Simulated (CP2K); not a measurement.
## How far to go with the cutoff of the density grid: SrSO4 (R3m, 6 atoms in the cell)

```
CELL_PARAMETERS angstrom
      5.12287     0.00000     0.00000
      2.56143     4.43653     0.00000
      2.56143     1.47884     4.18281
ATOMIC_POSITIONS crystal
  Sr 0.50399 0.50399 0.50399
  S  0.00000 0.00000 0.00000
  O  0.88106 0.88106 0.88106
  O  0.35682 0.88106 0.88106
  O  0.88106 0.88106 0.35682
  O  0.88106 0.35682 0.88106
```

Method: LDA (Pade form), GPW, DZVP-MOLOPT-SR-GTH basis, GTH-PADE potentials (GTH_POTENTIALS) run with CP2K.

Base settings: CUTOFF = 500 Ry; REL_CUTOFF = 50 Ry; KPOINTS/SCHEME = MONKHORST-PACK 2 2 2; GAMMA_CENTERED = T; XC_FUNCTIONAL = PADE; Sr/BASIS_SET = DZVP-MOLOPT-SR-GTH; Sr/POTENTIAL = GTH-PADE-q10; S/BASIS_SET = DZVP-MOLOPT-SR-GTH; S/POTENTIAL = GTH-PADE-q6; O/BASIS_SET = DZVP-MOLOPT-SR-GTH.

The mesh stays at the base's, so the ladder's end is converged at best in this setting alone.

Only quantities that move along the ladder and can be compared are tabulated; the gap is left out on so coarse a mesh.

Core times come from one kind of shared machine, to one figure; runs under 30 s give none.

The starting cell comes from a database of computed structures (which also holds hypothetical and non-ambient phases and stackings), without a prior relaxation at this level. Its lattice was rescaled by up to half a per cent. One atom was moved a little off its site on purpose. Values carry the incompleteness of an atom-centred basis. In the base run, with a pressure of about -5 GPa the cell is away from its equilibrium volume at this level.

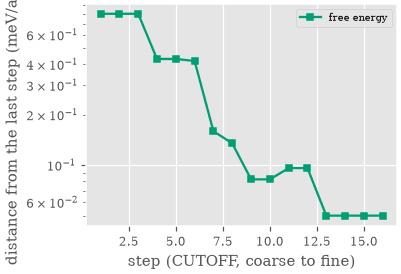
Figure: Distance from the last step along the ladder; very small values are drawn at a floor.

| CUTOFF | free energy less the last step's (meV/atom) | largest difference of a force vector from the last step's (eV/Å) | core time / last (rough) |
|---|---|---|---|
| 180 Ry | 0.80 | 0.020 | 0.7 |
| 200 Ry | 0.80 | 0.020 | 0.7 |
| 220 Ry | 0.80 | 0.020 | 0.5 |
| 250 Ry | 0.43 | 0.013 | 0.7 |
| 280 Ry | 0.43 | 0.013 | 0.8 |
| 300 Ry | 0.42 | 0.013 | 0.7 |
| 350 Ry | -0.16 | 0.029 | 0.6 |
| 400 Ry | 0.14 | 0.004 | 0.5 |
| 450 Ry | 0.08 | 0.001 | 0.7 |
| 500 Ry | 0.08 | 0.001 | 0.5 |
| 550 Ry | -0.10 | 0.010 | 0.8 |
| 600 Ry | -0.10 | 0.010 | 0.7 |
| 680 Ry | 0.03 | 0.000 | 0.6 |
| 750 Ry | 0.01 | 0.001 | 1 |
| 880 Ry | 0.01 | 0.002 | 0.6 |
| 1000 Ry | -0.01 | 0.001 | 1.0 |
| 1200 Ry | 0.00 | 0.000 | 1 |

Coarsest CUTOFF that holds the forces within 0.005 eV/Å of the last step, with all finer ones: 680 Ry; the step before is off by 0.010 eV/Å.

Coarsest CUTOFF that holds the free energy within 0.5 meV/atom of the last step, with all finer ones: 250 Ry; the step before is off by 0.80 meV/atom.
